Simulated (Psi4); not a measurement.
Intermolecular potential of HCl ··· CH3Cl (SMILES Cl and CCl). Monomers: optimised at B3LYP-D3(BJ) (def2-TZVP), held rigid. Orientation: a higher rigid-body minimum at GFN2-xTB. R is the distance of the centres of mass, along which the second monomer moves.

Geometry at R = 3.32 Å (first 2 atoms: monomer A):
```
7

Cl     0.6410     0.0000     0.0000
H     -0.6410     0.0000     0.0000
C     -1.4091    -0.7632    -2.7103
Cl    -2.4976    -0.2234    -1.3899
H     -1.9502    -0.6940    -3.6491
H     -0.5389    -0.1139    -2.7228
H     -1.1162    -1.7900    -2.5136
```

Level of theory: SAPT0/jun-cc-pVDZ, frozen core (Psi4).

Components in kcal/mol:

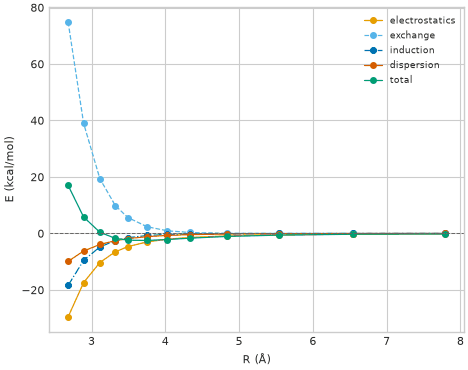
Fig. 1. Components of the interaction energy.

```tsv
R / Å	electrostatics	exchange	induction	dispersion	total
2.68	-29.55	74.89	-18.40	-9.91	17.03
2.89	-17.44	39.03	-9.53	-6.23	5.83
3.11	-10.29	19.42	-4.80	-3.90	0.42
3.32	-6.51	9.85	-2.52	-2.55	-1.73
3.49	-4.67	5.64	-1.52	-1.84	-2.39
3.75	-3.01	2.38	-0.72	-1.14	-2.49
4.02	-2.05	0.96	-0.35	-0.71	-2.15
4.33	-1.42	0.34	-0.16	-0.43	-1.67
4.83	-0.87	0.06	-0.06	-0.20	-1.07
5.54	-0.49	0.01	-0.02	-0.08	-0.59
6.54	-0.25	0.00	-0.01	-0.03	-0.29
7.79	-0.13	0.00	0.00	-0.01	-0.14
```
